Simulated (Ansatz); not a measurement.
# C2H7InSe: a ladder of functionals and wavefunction methods, part 2 of 2

Ansatz 0.2.0, Gaussian basis; functionals in def2-TZVPP, the program's frozen cores in correlated methods. Earlier steps stand in the parts before.

## (14) CAM-B3LYP-D4 (range-separated)

in.yaml reads:

```yaml
crystal:
  periodic: [false, false, false]
  atoms:
    - {symbol: C, position_ang: [0.999973, 1.759064, -0.793460]}
    - {symbol: In, position_ang: [0.161422, -0.130735, -0.212668]}
    - {symbol: C, position_ang: [-1.281098, -0.616609, 1.303128]}
    - {symbol: Se, position_ang: [1.048116, -2.095272, -1.537446]}
    - {symbol: H, position_ang: [1.696013, 1.629654, -1.621413]}
    - {symbol: H, position_ang: [1.528201, 2.206329, 0.050604]}
    - {symbol: H, position_ang: [0.205021, 2.442396, -1.097433]}
    - {symbol: H, position_ang: [-1.840855, 0.265054, 1.615903]}
    - {symbol: H, position_ang: [-1.972634, -1.370572, 0.925590]}
    - {symbol: H, position_ang: [-0.762461, -1.029994, 2.170539]}
    - {symbol: H, position_ang: [0.218302, -3.059324, -0.803335]}
basis:
  gaussian: {orbitals: def2-TZVPP}
hamiltonian: {xc: {name: CAM-B3LYP}, dispersion: d4}
output: {orbitals: {seedname: orbitals}}
```

Run with:

```bash
> ansatz run in.yaml --threads 4 --pin off --events-out ev --progress --plain --max-ram 10444MiB
```

Output, shortened:

```text
Functional definition: CAM-B3LYP
  name "CAM-B3LYP"
  cite "Yanai, Tew & Handy, Chem. Phys. Lett. 393, 51 (2004) doi:10.1016/j.cplett.2004.06.011"
  cite "Iikura, Tsuneda, Yanai & Hirao, J. Chem. Phys. 115, 3540 (2001) doi:10.1063/1.1383587"
  cite "Becke, Phys. Rev. A 38, 3098 (1988) doi:10.1103/PhysRevA.38.3098"
  cite "Lee, Yang & Parr, Phys. Rev. B 37, 785 (1988) doi:10.1103/PhysRevB.37.785"
  cite "Vosko, Wilk & Nusair, Can. J. Phys. 58, 1200 (1980) doi:10.1139/p80-159"
[...]
  # Exact exchange under (alpha + beta erf(omega r))/r, Becke's under what is left of 1/r.
[...]
1647 factors; their error is unknown
410 factors; integrals over basis functions are off by at most 8.6e-6 eV
[...]
mean field -72715.10506628 eV, -2672.2308231175 hartree, gradient 2.5e-5 eV, S^2 0.000000; 0 other end points of the search recorded, 0 dependent functions left out
reference -72715.10521786 eV, -2672.2308286879 hartree; 37, 37 occupied and 221, 221 virtual orbitals, 1647 factors
Total energy: -72715.29827273 eV, -2672.2379233235 hartree
```

It took 4.5 s on 4 threads of Arm Neoverse V2, shared host; peak memory 0.89 GiB.

With the free atoms at this level, -72678.176 eV in sum, the atomisation energy is 856.0 kcal/mol. HOMO -7.99 eV, LUMO -0.22 eV.

## (15) LC-ωPBE (range-separated)

in.yaml: that of step 14 with these lines changed.

```diff
@@ -16,3 +16,3 @@
   gaussian: {orbitals: def2-TZVPP}
-hamiltonian: {xc: {name: CAM-B3LYP}, dispersion: d4}
+hamiltonian: {xc: {name: LC-wPBE}}
 output: {orbitals: {seedname: orbitals}}
```

Same command.

Output, shortened:

```text
Functional definition: LC-wPBE
  name "LC-wPBE"
  cite "Vydrov & Scuseria, J. Chem. Phys. 125, 234109 (2006) doi:10.1063/1.2409292"
  cite "Heyd & Scuseria, J. Chem. Phys. 120, 7274 (2004) doi:10.1063/1.1668634"
  cite "Ernzerhof & Perdew, J. Chem. Phys. 109, 3313 (1998) doi:10.1063/1.476928"
  cite "Perdew, Burke & Ernzerhof, Phys. Rev. Lett. 77, 3865 (1996) doi:10.1103/PhysRevLett.77.3865"
  parent pbe
[...]
1548 factors; their error is unknown
499 factors; integrals over basis functions are off by at most 3.2e-5 eV
[...]
mean field -72704.31922127 eV, -2671.8344506241 hartree, gradient 5.8e-5 eV, S^2 0.000000; 0 other end points of the search recorded, 0 dependent functions left out
reference -72704.31922128 eV, -2671.8344506244 hartree; 37, 37 occupied and 221, 221 virtual orbitals, 1548 factors
Total energy: -72704.31922128 eV, -2671.8344506244 hartree
```

It took 2.9 s on 4 threads of Arm Neoverse V2, shared host.

With the free atoms at this level, -72667.411 eV in sum, the atomisation energy is 851.1 kcal/mol. HOMO -9.33 eV, LUMO 0.86 eV.

## (16) ωB97X-V (range-separated)

in.yaml: that of step 15 with these lines changed.

```diff
@@ -16,3 +16,3 @@
   gaussian: {orbitals: def2-TZVPP}
-hamiltonian: {xc: {name: LC-wPBE}}
+hamiltonian: {xc: {name: wB97X-V}}
 output: {orbitals: {seedname: orbitals}}
```

The command is unchanged.

Output, shortened:

```text
Functional definition: wB97X-V
  name "wB97X-V"
  cite "Mardirossian & Head-Gordon, Phys. Chem. Chem. Phys. 16, 9904 (2014) doi:10.1039/C3CP54374A"
  cite "Becke, J. Chem. Phys. 107, 8554 (1997) doi:10.1063/1.475007"
  cite "Vydrov & Van Voorhis, J. Chem. Phys. 133, 244103 (2010) doi:10.1063/1.3521275"
[...]
      + integral(e_c_pw_opposite_spin*poly(b97_u_opposite, cos0, cos1)) + vv10(b, c)
1634 factors; their error is unknown
368 factors; integrals over basis functions are off by at most 8.0e-6 eV
[...]
mean field -72706.52040422 eV, -2671.9153426056 hartree, gradient 2.6e-5 eV, S^2 0.000000; 0 other end points of the search recorded, 0 dependent functions left out
reference -72706.52040177 eV, -2671.9153425156 hartree; 37, 37 occupied and 221, 221 virtual orbitals, 1634 factors
Total energy: -72706.52040177 eV, -2671.9153425156 hartree
```

Wall time 9 s (4 threads of Arm Neoverse V2, shared host); peak memory 0.97 GiB.

With the free atoms at this level, -72669.260 eV in sum, the atomisation energy is 859.2 kcal/mol. HOMO -9.00 eV, LUMO 0.71 eV.

## (17) ωB97M-V (range-separated)

in.yaml: that of step 16 with these lines changed.

```diff
@@ -16,3 +16,3 @@
   gaussian: {orbitals: def2-TZVPP}
-hamiltonian: {xc: {name: wB97X-V}}
-output: {orbitals: {seedname: orbitals}}
+hamiltonian: {xc: {name: wB97M-V}}
+output: {forces: true, orbitals: {seedname: orbitals}}
```

Same command.

Output, shortened:

```text
Functional definition: wB97M-V
  name "wB97M-V"
  cite "Mardirossian & Head-Gordon, J. Chem. Phys. 144, 214110 (2016) doi:10.1063/1.4952647"
  cite "Becke, J. Chem. Phys. 107, 8554 (1997) doi:10.1063/1.475007"
  cite "Vydrov & Van Voorhis, J. Chem. Phys. 133, 244103 (2010) doi:10.1063/1.3521275"
  # Of w^i u^j: cxij and so on, Table III.
[...]
  gx(w, u) = 1 - cx + cx01*u + cx10*w
  gss(w, u) = css00 + css04*u^4 + css10*w + css20*w^2 + css43*w^4*u^3
  gos(w, u) = cos00 + cos10*w + (cos20 + cos21*u)*w^2 + (cos60 + cos61*u)*w^6
[...]
      + integral(e_c_pw_mod_opposite_spin*gos(b97_w_opposite, b97_u_opposite)) + vv10(b, c)
1592 factors; their error is unknown
368 factors; integrals over basis functions are off by at most 8.0e-6 eV
[...]
Atom 1 at     0.161422    -0.130735    -0.212668 Å, force     0.023844    -0.053109    -0.034313 eV/Å
Atom 2 at    -1.281098    -0.616609     1.303128 Å, force     0.017277     0.018352    -0.021889 eV/Å
Atom 3 at     1.048116    -2.095272    -1.537446 Å, force    -0.094915     0.013280     0.106737 eV/Å
Atom 4 at     1.696013     1.629654    -1.621413 Å, force    -0.051935     0.023701     0.065327 eV/Å
Atom 5 at     1.528201     2.206329     0.050604 Å, force    -0.037739    -0.017547    -0.076899 eV/Å
Atom 6 at     0.205021     2.442396    -1.097433 Å, force     0.076038    -0.037515     0.021751 eV/Å
Atom 7 at    -1.840855     0.265054     1.615903 Å, force     0.035977    -0.084740    -0.008851 eV/Å
Atom 8 at    -1.972634    -1.370572     0.925590 Å, force     0.047743     0.058999     0.043445 eV/Å
Atom 9 at    -0.762461    -1.029994     2.170539 Å, force    -0.055944     0.029623    -0.059615 eV/Å
Atom 10 at     0.218302    -3.059324    -0.803335 Å, force     0.056654     0.066643    -0.049422 eV/Å
Dipole moment:    -0.227235     0.335910     0.312874 e Å
```

Run time: 15 s. Hardware: 4 threads of Arm Neoverse V2, shared host; peak memory 1.1 GiB.

With the free atoms at this level, -72669.921 eV in sum, the atomisation energy is 856.5 kcal/mol. HOMO -8.87 eV, LUMO 0.41 eV.

## (18) B2PLYP (double hybrid)

in.yaml: that of step 17 with these lines changed.

```diff
@@ -16,3 +16,2 @@
   gaussian: {orbitals: def2-TZVPP}
-hamiltonian: {xc: {name: wB97M-V}}
-output: {forces: true, orbitals: {seedname: orbitals}}
+hamiltonian: {xc: {name: B2PLYP}}
```

Same command.

Output, shortened:

```text
Functional definition: B2PLYP
  name "B2PLYP"
  cite "Grimme, J. Chem. Phys. 124, 034108 (2006) doi:10.1063/1.2148954"
  cite "Becke, Phys. Rev. A 38, 3098 (1988) doi:10.1103/PhysRevA.38.3098"
  cite "Lee, Yang & Parr, Phys. Rev. B 37, 785 (1988) doi:10.1103/PhysRevB.37.785"
[...]
1704 factors; integrals over basis functions are off by at most 9.0e-4 eV
[...]
mean field -72687.18251124 eV, -2671.2046881461 hartree, gradient 6.7e-6 eV, S^2 0.000000; 0 other end points of the search recorded, 0 dependent functions left out
15 core orbitals not correlated: weight in the atoms' cores, before any rotation towards them, 1.000 or more for the frozen orbitals, at most 0.000 for the correlated occupied ones
reference -72687.18270657 eV, -2671.2046953244 hartree; 22, 22 occupied and 221, 221 virtual orbitals, 1704 factors
second order -30.44333939 eV of doubles, -0.00000000 eV of singles
Total energy: -72695.40240820 eV, -2671.5067637879 hartree
```

Wall time 7.5 s (4 threads of Arm Neoverse V2, shared host); peak memory 0.75 GiB.

Atomisation energy: 844.9 kcal/mol (free atoms -72658.766 eV, run apart).

## (19) PBE-QIDH (double hybrid)

in.yaml: that of step 18 with these lines changed.

```diff
@@ -16,2 +16,2 @@
   gaussian: {orbitals: def2-TZVPP}
-hamiltonian: {xc: {name: B2PLYP}}
+hamiltonian: {xc: {name: PBE-QIDH}}
```

Same command.

Output, shortened:

```text
Functional definition: PBE-QIDH
  name "PBE-QIDH"
  cite "Brémond, Sancho-García, Pérez-Jiménez & Adamo, J. Chem. Phys. 141, 031101 (2014) doi:10.1063/1.4890314"
  cite "Perdew, Burke & Ernzerhof, Phys. Rev. Lett. 77, 3865 (1996) doi:10.1103/PhysRevLett.77.3865"
[...]
1704 factors; integrals over basis functions are off by at most 9.0e-4 eV
[...]
mean field -72679.38086248 eV, -2670.9179828424 hartree, gradient 5.6e-6 eV, S^2 0.000000; 0 other end points of the search recorded, 0 dependent functions left out
15 core orbitals not correlated: weight in the atoms' cores, before any rotation towards them, 1.000 or more for the frozen orbitals, at most 0.000 for the correlated occupied ones
reference -72679.38087756 eV, -2670.9179833965 hartree; 22, 22 occupied and 221, 221 virtual orbitals, 1704 factors
second order -28.31578351 eV of doubles, -0.00000000 eV of singles
Total energy: -72688.81947206 eV, -2671.2648453468 hartree
```

It took 7.5 s on 4 threads of Arm Neoverse V2, shared host; peak memory 0.75 GiB.

With the free atoms at this level, -72651.816 eV in sum, the atomisation energy is 853.3 kcal/mol.

## (20) Orbital energies across the functionals

Dipoles come from the runs that computed forces. Levels are read from the orbital files that the runs wrote:

```tsv
functional	HOMO (eV)	LUMO (eV)	gap (eV)	dipole (D)
LDA (SPW92)	-5.81	-1.97	3.84	
PBE-D4	-5.65	-1.70	3.95	2.29
revPBE-D4	-5.59	-1.58	4.01	
BLYP-D4	-5.49	-1.66	3.83	
r2SCAN-D4	-5.91	-1.46	4.44	2.43
B97M-V	-5.95	-1.69	4.26	
PBE0-D4	-6.73	-1.01	5.73	
B3LYP-D4	-6.50	-1.27	5.23	2.38
r2SCANh-D4	-6.31	-1.22	5.09	
r2SCAN0-D4	-6.91	-0.87	6.04	
HSE06-D4	-6.34	-1.36	4.98	
BHLYP-D4	-7.67	-0.37	7.30	
CAM-B3LYP-D4	-7.99	-0.22	7.77	
LC-ωPBE	-9.33	0.86	10.19	
ωB97X-V	-9.00	0.71	9.71	
ωB97M-V	-8.87	0.41	9.28	2.46
```

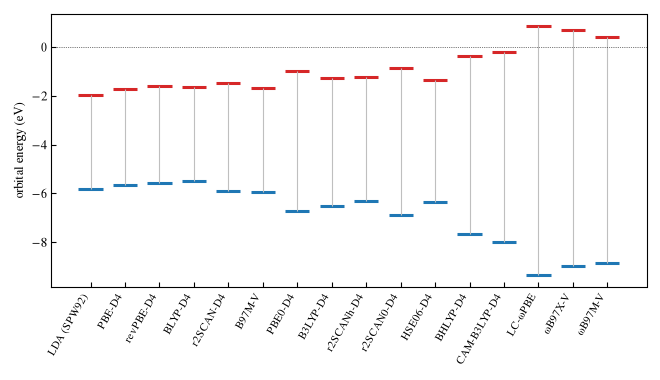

Highest occupied (blue) and lowest empty (red) level by functional.

## (21) CCSD(T) in def2-SVP

in.yaml: that of step 19 with these lines changed.

```diff
@@ -15,3 +15,3 @@
 basis:
-  gaussian: {orbitals: def2-TZVPP}
-hamiltonian: {xc: {name: PBE-QIDH}}
+  gaussian: {orbitals: def2-SVP}
+correlation: {method: ccsd_t}
```

Launched as before.

Output, shortened:

```text
Functional definition: HF
  name "HF"
  cite "Fock, Z. Phys. 61, 126 (1930) doi:10.1007/BF01340294"
  parent pbe
[...]
1305 factors; integrals over basis functions are off by at most 1.1e-3 eV
[...]
mean field -72614.52747827 eV, -2668.5346649319 hartree, gradient 5.8e-6 eV, S^2 0.000000; 0 other end points of the search recorded, 0 dependent functions left out
15 core orbitals not correlated: weight in the atoms' cores, before any rotation towards them, 1.000 or more for the frozen orbitals, at most 0.000 for the correlated occupied ones
reference -72614.52747827 eV, -2668.5346649319 hartree; 22, 22 occupied and 84, 84 virtual orbitals, 1305 factors
second order -16.92114026 eV of doubles, -0.00000000 eV of singles
cycle   1  -17.59817938 eV  change   -6.8e-1 eV  update   9.0e-2
[...]
cycle   9  -18.13883322 eV  change    2.1e-5 eV  update   1.7e-5
perturbative correction -0.53061845 eV, -0.0194998684 hartree
Total energy: -72633.19692994 eV, -2669.2207546262 hartree
```

Wall time 13 s (4 threads of Arm Neoverse V2, shared host); peak memory 0.76 GiB.

## (22) CCSD(T) in def2-TZVPP

in.yaml: that of step 21 with these lines changed.

```diff
@@ -15,3 +15,4 @@
 basis:
-  gaussian: {orbitals: def2-SVP}
+  gaussian: {orbitals: def2-TZVPP}
 correlation: {method: ccsd_t}
+output: {orbitals: {seedname: orbitals}}
```

The command is unchanged.

Output, shortened:

```text
Functional definition: HF
  name "HF"
  cite "Fock, Z. Phys. 61, 126 (1930) doi:10.1007/BF01340294"
  parent pbe
[...]
1704 factors; integrals over basis functions are off by at most 9.0e-4 eV
[...]
mean field -72625.29045075 eV, -2668.9301968750 hartree, gradient 5.5e-6 eV, S^2 0.000000; 0 other end points of the search recorded, 0 dependent functions left out
15 core orbitals not correlated: weight in the atoms' cores, before any rotation towards them, 1.000 or more for the frozen orbitals, at most 0.000 for the correlated occupied ones
reference -72625.29045075 eV, -2668.9301968750 hartree; 22, 22 occupied and 221, 221 virtual orbitals, 1704 factors
second order -25.27685667 eV of doubles, -0.00000000 eV of singles
cycle   1  -25.33694436 eV  change   -6.0e-2 eV  update   1.1e-1
[...]
cycle   9  -26.03572453 eV  change   -3.2e-5 eV  update   2.9e-5
perturbative correction -0.95067117 eV, -0.0349365212 hartree
Total energy: -72652.27684644 eV, -2669.9219286249 hartree
```

Run time: 5.7 min. Hardware: 4 threads of Arm Neoverse V2, shared host; peak memory 6.6 GiB.

## (23) MP2 in def2-QZVPP

in.yaml: that of step 22 with these lines changed.

```diff
@@ -15,4 +15,3 @@
 basis:
-  gaussian: {orbitals: def2-TZVPP}
-correlation: {method: ccsd_t}
-output: {orbitals: {seedname: orbitals}}
+  gaussian: {orbitals: "def2-QZVPP.json"}
+correlation: {method: mp2}
```

The command is unchanged.

Output:

```text
Functional definition: HF
  name "HF"
  cite "Fock, Z. Phys. 61, 126 (1930) doi:10.1007/BF01340294"
  parent pbe
  exchange = exact_x
  correlation = 0
3024 factors; integrals over basis functions are off by at most 7.3e-4 eV
mean field evaluation 1: about -72622.6143 eV, gradient 3.9e1 eV
mean field evaluation 2: about -72622.7158 eV, gradient 3.9e1 eV
mean field evaluation 4: about -72626.6634 eV, gradient 3.5e0 eV
mean field evaluation 8: about -72626.7195 eV, gradient 2.9e-1 eV
mean field evaluation 16: about -72626.7200 eV, gradient 1.2e-6 eV
mean field -72626.71998389 eV, -2668.9827312492 hartree, gradient 1.2e-6 eV, S^2 0.000000; 0 other end points of the search recorded, 0 dependent functions left out
15 core orbitals not correlated: weight in the atoms' cores, before any rotation towards them, 1.000 or more for the frozen orbitals, at most 0.000 for the correlated occupied ones
reference -72626.71998389 eV, -2668.9827312492 hartree; 22, 22 occupied and 458, 458 virtual orbitals, 3024 factors
second order -39.27311456 eV of doubles, -0.00000000 eV of singles
Total energy: -72665.99309846 eV, -2670.4259915891 hartree
```

Run time: 26 s. Hardware: 4 threads of Arm Neoverse V2, shared host; peak memory 3.1 GiB.

Energy pieces by basis (eV):

```tsv
basis	HF	MP2 correlation	CCSD correlation	(T)	total
def2-SVP	-72614.5275	-16.9211	-18.1388	-0.5306	-72633.1969
def2-TZVPP	-72625.2905	-25.2769	-26.0357	-0.9507	-72652.2768
def2-QZVPP	-72626.7200	-39.2731			-72665.9931 (MP2)
```

The report of the def2-TZVPP run gives T1 = 0.0111.

## (24) From triple and quadruple zeta to the limit

No new run: Hartree-Fock is extrapolated as exp(−7.88√X) and correlation as X^−2.97, with X = 3 and 4; only MP2 was run in the larger set, so CCSD(T) minus MP2 is added from the smaller one.

```tsv
level	energy at the limit (eV)
HF	-72626.9169
MP2	-72676.5576
CCSD	-72677.3165
CCSD(T)	-72678.2671
```

This is no true limit for total energies: MP2 correlation changes by a factor of 1.55 from triple to quadruple zeta (about 1.07 in light molecules), because outer-core shells are correlated in sets not made for them. Much of that cancels between molecule and atoms or ions.

## (25) RPA on PBE orbitals

in.yaml: that of step 23 with these lines changed.

```diff
@@ -15,3 +15,4 @@
 basis:
-  gaussian: {orbitals: "def2-QZVPP.json"}
-correlation: {method: mp2}
+  gaussian: {orbitals: def2-TZVPP}
+hamiltonian: {xc: pbe}
+correlation: {method: rpa}
```

Same command.

Output, shortened:

```text
Functional definition: PBE
  name "PBE"
  cite "Perdew, Burke & Ernzerhof, Phys. Rev. Lett. 77, 3865 (1996) doi:10.1103/PhysRevLett.77.3865"
  parent pbe
[...]
1704 factors; integrals over basis functions are off by at most 9.0e-4 eV
[...]
mean field -72700.67816272 eV, -2671.7006441904 hartree, gradient 7.6e-6 eV, S^2 0.000000; 1 other end points of the search recorded, 0 dependent functions left out
15 core orbitals not correlated: weight in the atoms' cores, before any rotation towards them, 1.000 or more for the frozen orbitals, at most 0.000 for the correlated occupied ones
reference -72623.72164105 eV, -2668.8725441821 hartree; 22, 22 occupied and 221, 221 virtual orbitals, 1704 factors
Total energy: -72663.19790530 eV, -2670.3232701353 hartree
```

Run time: 7.5 s. Hardware: 4 threads of Arm Neoverse V2, shared host; peak memory 0.71 GiB.

RPA correlation: -39.476 eV. No RPA run of the hydrogen atom was made, so RPA has no atomisation energy below.

## (26) All levels against the reference

Free atoms (2 C, 1 In, 1 Se, 7 H) were run apart at each level; the atomisation energy is their sum less the molecule, without zero-point or spin-orbit terms.

Differences are taken before rounding.

```tsv
method	rung	atomisation energy (kcal/mol)	from CCSD(T)/CBS (kcal/mol)	time
LDA (SPW92)	LDA	968.5	+106.9	1.4 s
PBE-D4	GGA	864.1	+2.5	2.9 s
revPBE-D4	GGA	843.9	-17.7	2.4 s
BLYP-D4	GGA	845.7	-15.9	2.6 s
r2SCAN-D4	meta-GGA	858.9	-2.7	5.5 s
B97M-V	meta-GGA	855.8	-5.8	12 s
PBE0-D4	hybrid	856.4	-5.3	3.8 s
B3LYP-D4	hybrid	852.5	-9.1	6.5 s
r2SCANh-D4	hybrid	855.6	-6.1	6.5 s
r2SCAN0-D4	hybrid	851.0	-10.7	6.5 s
HSE06-D4	hybrid	856.7	-4.9	4.2 s
BHLYP-D4	hybrid	836.7	-24.9	3.9 s
CAM-B3LYP-D4	range-separated	856.0	-5.6	4.5 s
LC-ωPBE	range-separated	851.1	-10.5	2.9 s
ωB97X-V	range-separated	859.2	-2.4	9 s
ωB97M-V	range-separated	856.5	-5.1	15 s
B2PLYP	double hybrid	844.9	-16.8	7.5 s
PBE-QIDH	double hybrid	853.3	-8.3	7.5 s
HF/def2-TZVPP	wavefunction	633.4	-228.3	
MP2/def2-TZVPP	wavefunction	843.5	-18.2	
CCSD/def2-TZVPP	wavefunction	829.9	-31.8	
CCSD(T)/def2-SVP	wavefunction	811.5	-50.1	13 s
CCSD(T)/def2-TZVPP	wavefunction	841.4	-20.3	5.7 min
MP2/CBS	wavefunction	863.8	+2.1	
CCSD(T)/CBS	wavefunction	861.6	0	6.1 min
```

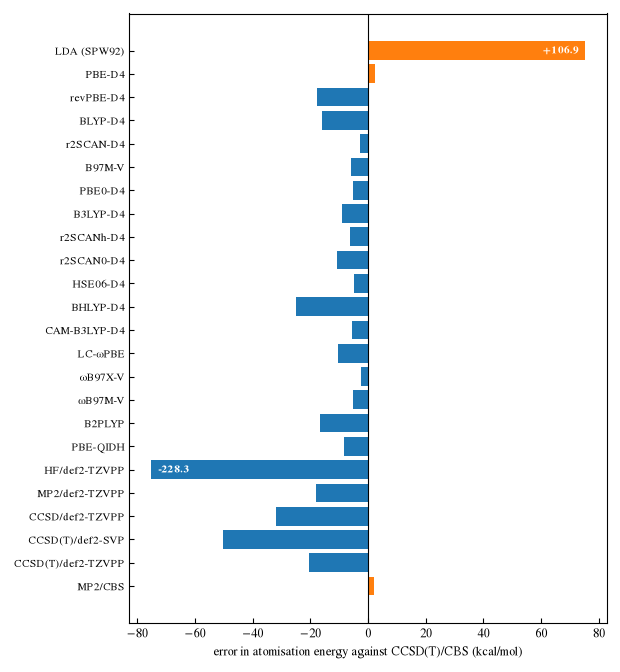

How far each level lands from CCSD(T)/CBS. Bars with a number in them are cut short.

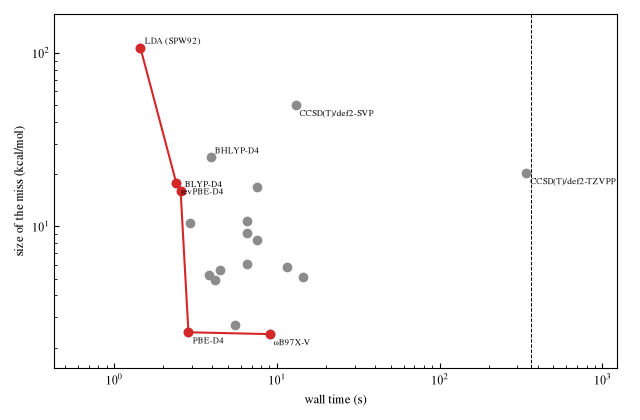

Accuracy for the time spent; red marks the levels that beat every quicker one drawn (of those quicker than the yardstick), and the dashed line is the time of CCSD(T)/CBS. Only those levels and the largest misses are named. Times are from a shared host.

LDA (SPW92), LC-ωPBE, B2PLYP, PBE-QIDH carry no dispersion term (for B3LYP, D4 adds 8.0 kcal/mol).

Times are those of the molecule's run; HF, MP2 and CCSD come out of the CCSD(T) runs, and the limit's time is the sum of the runs that it needs.

## (27) Outcome

This closing draws on all 2 parts.

```
                               quantity                                                                                               value
        atomisation energy, CCSD(T)/CBS                                                                                      861.6 kcal/mol
functionals within 8.6 kcal/mol (1.0 %)  PBE-D4, r2SCAN-D4, B97M-V, PBE0-D4, r2SCANh-D4, HSE06-D4, CAM-B3LYP-D4, ωB97X-V, ωB97M-V, PBE-QIDH
                    farthest beyond LDA                                                                           BHLYP-D4 (-24.9 kcal/mol)
                mean size of error, GGA                                                                                       12.0 kcal/mol
           mean size of error, meta-GGA                                                                                        4.3 kcal/mol
             mean size of error, hybrid                                                                                       10.2 kcal/mol
    mean size of error, range-separated                                                                                        5.9 kcal/mol
      mean size of error, double hybrid                                                                                       12.6 kcal/mol
              gap, smallest and largest                                                               3.83 eV (BLYP-D4), 10.19 eV (LC-ωPBE)
                          T1 diagnostic                                                                                              0.0111
triples share of the correlation energy                                                                                               3.5 %
```

**Reading.** The LDA atomisation energy is off by 106.9 kcal/mol (12 %): it overbinds. PBE-D4 is off by +2.5 kcal/mol. Double hybrids carry the basis error of their MP2 part in triple zeta, and no dispersion term here, so their miss is partly the set-up's. The rungs meta-GGA, range-separated miss on average by less than the doubt on the reference (8.6 kcal/mol), so they tie. Misses under about 8.6 kcal/mol are within the doubt on the reference itself, which lacks core-valence correlation, spin-orbit coupling and higher excitations, and its outer-core shells are covered unevenly. All levels share the lack of spin-orbit coupling, which lowers the free heavy atoms and so the true binding. Hartree-Fock recovers 74 % of the binding; the rest is correlation. CCSD(T) in def2-SVP is off by -50.1 kcal/mol, so the small basis spoils what the method gains. Orbital gaps span 3.8 to 10.2 eV; exact exchange widens them. Correlated methods include outer-core shells of In, Se, which these sets cover unevenly.

For cost: ωB97X-V gets within 2.4 kcal/mol in 9 s, where CCSD(T)/CBS took 6.1 min; the quickest level in the cost chart, LDA (SPW92), takes 1.4 s and misses by 106.9 kcal/mol.
